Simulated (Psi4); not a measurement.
Intermolecular potential of N2 ··· H3B (SMILES N#N and B). Monomers: optimised at B3LYP-D3(BJ) (def2-TZVP), held rigid. Orientation: lowest of the rigid-body minima from ten starts at GFN2-xTB (searched outside a hard wall at short contacts). The monomers approach along the line of their centres of mass (distance R); nothing else relaxes. The shortest distances reach bonding range, where SAPT0 and rigid monomers are unreliable.

Method: Psi4 with SAPT0/jun-cc-pVDZ, frozen core.

Components in kcal/mol:

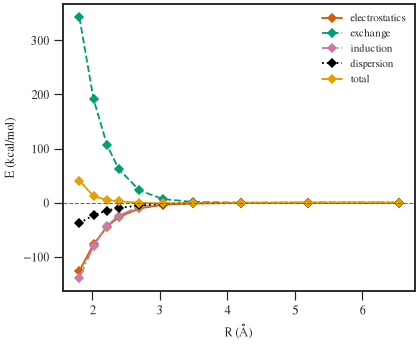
Figure: Components of the interaction energy.

```json
[
 {"R / Å": "1.81", "electrostatics": "-125.55", "exchange": "342.31", "induction": "-138.28", "dispersion": "-37.59", "total": "40.89"},
 {"R / Å": "2.02", "electrostatics": "-76.76", "exchange": "191.46", "induction": "-79.71", "dispersion": "-22.95", "total": "12.05"},
 {"R / Å": "2.22", "electrostatics": "-44.27", "exchange": "106.27", "induction": "-42.49", "dispersion": "-14.40", "total": "5.12"},
 {"R / Å": "2.39", "electrostatics": "-26.70", "exchange": "62.65", "induction": "-23.66", "dispersion": "-9.74", "total": "2.54"},
 {"R / Å": "2.70", "electrostatics": "-10.32", "exchange": "22.64", "induction": "-7.64", "dispersion": "-4.89", "total": "-0.21"},
 {"R / Å": "3.05", "electrostatics": "-3.71", "exchange": "6.78", "induction": "-2.06", "dispersion": "-2.33", "total": "-1.33"},
 {"R / Å": "3.50", "electrostatics": "-1.22", "exchange": "1.35", "induction": "-0.40", "dispersion": "-0.97", "total": "-1.24"},
 {"R / Å": "4.21", "electrostatics": "-0.33", "exchange": "0.09", "induction": "-0.04", "dispersion": "-0.29", "total": "-0.56"},
 {"R / Å": "5.20", "electrostatics": "-0.10", "exchange": "0.00", "induction": "0.00", "dispersion": "-0.07", "total": "-0.17"},
 {"R / Å": "6.54", "electrostatics": "-0.03", "exchange": "0.00", "induction": "0.00", "dispersion": "-0.02", "total": "-0.04"}
]
```
